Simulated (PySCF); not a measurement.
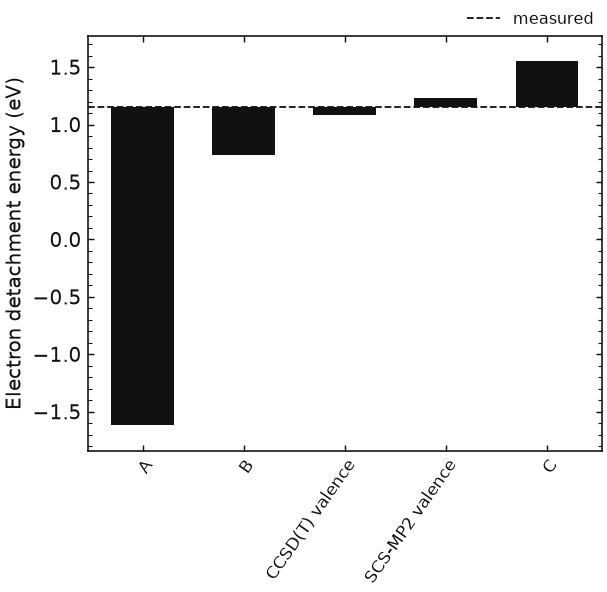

The electron detachment energy of Ni⁻ ([Ar] 3d⁹ 4s² → [Ar] 3d⁸ 4s²) by several methods, in rising order. PySCF, def2-QZVPPD, non-relativistic, unrestricted single determinants, no spin-orbit coupling. Methods marked “valence” freeze 18 core electrons. The lettered entries are CCSD valence, HF and MP2 valence in some order.

Question: Which letter is which method?

Answer: A is HF (−1.62 eV); B is CCSD valence (0.73 eV); C is MP2 valence (1.55 eV). The values run from −1.62 eV (HF) to 1.55 eV (MP2 valence). The measured value is 1.16 eV; nearest to it come CCSD(T) valence (−0.07) and SCS-MP2 valence (+0.08), furthest HF (−2.77 eV). These values lack spin-orbit coupling; with the first-order correction of −0.053 eV added, SCS-MP2 valence comes nearest (+0.03).

Note: large single amplitudes; relativistic shift absent.
